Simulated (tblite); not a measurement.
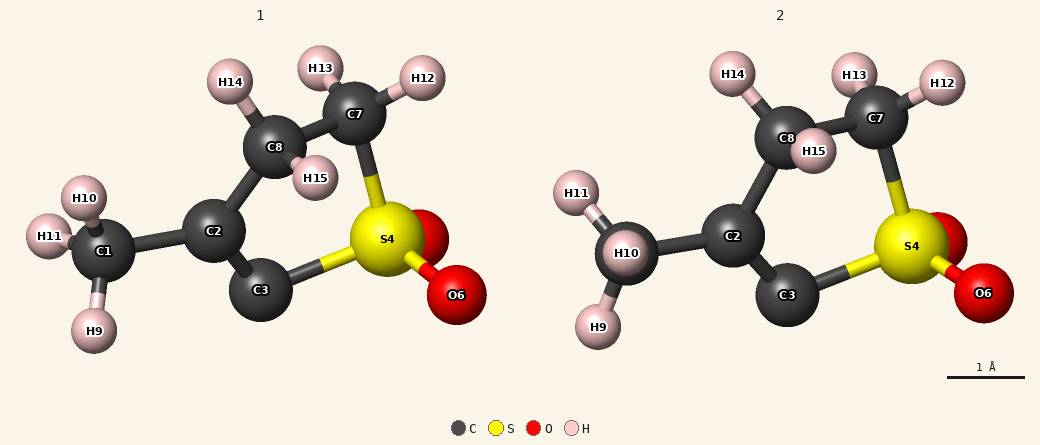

Two geometries of C₅H₇O₂S (multiplicity 2), drawn at one scale. One is the start of a relaxation, the other its converged end. A ball-and-stick model, seen from a free direction.

All numbers below come from GFN2-xTB geometry optimisation, gas phase in tblite. 

Which geometry has the lower energy?

Structure 2 is the relaxed one. Over 99 geometry steps the energy falls by 12.1 kcal/mol. The atom that moves furthest after the best rigid fit is an H atom (0.84 Å). By element the largest moves are H 0.84 Å, C 0.17 Å, S 0.11 Å, O 0.10 Å. Among the contacts that change: C–C 1.446 → 1.527 Å, O–S 1.492 → 1.433 Å, C–S 1.799 → 1.849 Å, C–C 1.522 → 1.492 Å. Bond angles that change, for instance: S–C–C 97.1° → 103.8°, C–C–C 123.5° → 117.1°, C–C–S 106.4° → 112.7°. Groups turn about C–C by about 50°. The run took 0.5 s on 1 thread of Arm Neoverse V2, on a shared host.
